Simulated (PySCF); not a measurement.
Vertical excitations of a molecule CH4F2Si from TDA-ωB97X/def2-SVPD (PySCF), as energy in eV (oscillator strength): 8.94 (0.008), 9.30 (0.065), 9.66 (0.100), 10.50 (0.394), 11.07 (0.031), 11.24 (0.055), 11.27 (0.066), 11.37 (0.011), 11.38 (0.188), 11.49 (0.138). Lowest triplet (TDA): 8.50 eV. Geometry: PBE-D3(BJ)/def2-SVP. One conformer was computed; it need not be the lowest.

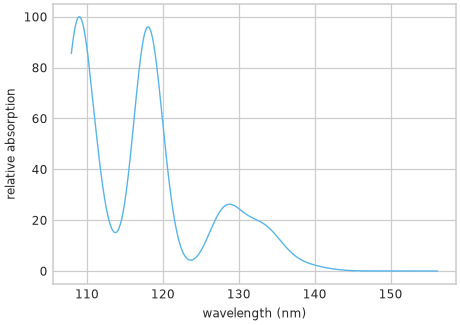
Fig. 1. The lines broadened by 0.4 eV.

Question: Identify the compound among the candidates.
A. C[SiH](F)F
B. FC(F)[SiH3]
C. FC[SiH2]F

Answer: A, C[SiH](F)F
